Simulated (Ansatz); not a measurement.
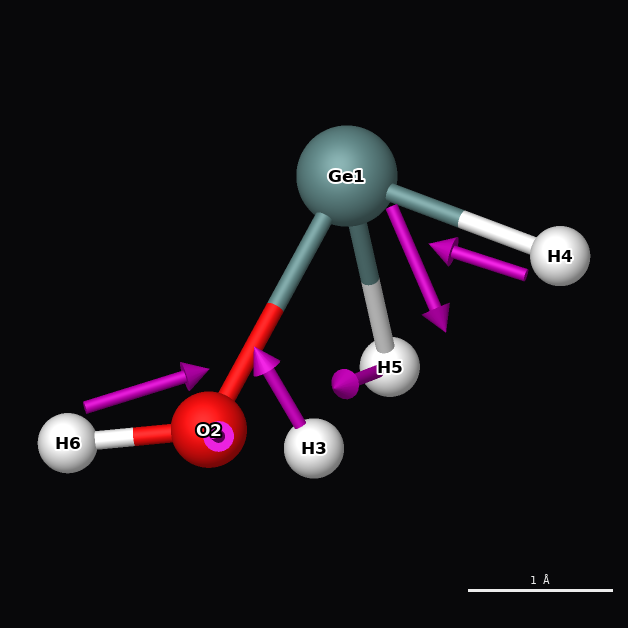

Arrows show the forces on the atoms, 0.6 Å of arrow for 1 eV/Å; forces under a tenth of the largest aren't drawn. Level of theory: r2SCAN-D4/def2-TZVPP (Ansatz 0.2.0).

**Along which bond is the force strongest?**

Ge1–H4, now 1.700 Å: the forces pull its atoms together, so a first step downhill shortens it.

List the force components in the frame of the picture (x right, y up, z towards the viewer), in eV/Å.

| atom | Fx | Fy | Fz |
| --- | --- | --- | --- |
| Ge1 | 0.63 | −1.47 | 0.04 |
| O2 | 0.10 | −0.07 | −0.87 |
| H3 | −0.54 | 0.92 | 0.24 |
| H4 | −1.13 | 0.37 | −0.24 |
| H5 | −0.51 | −0.20 | 1.03 |
| H6 | 1.45 | 0.45 | −0.20 |
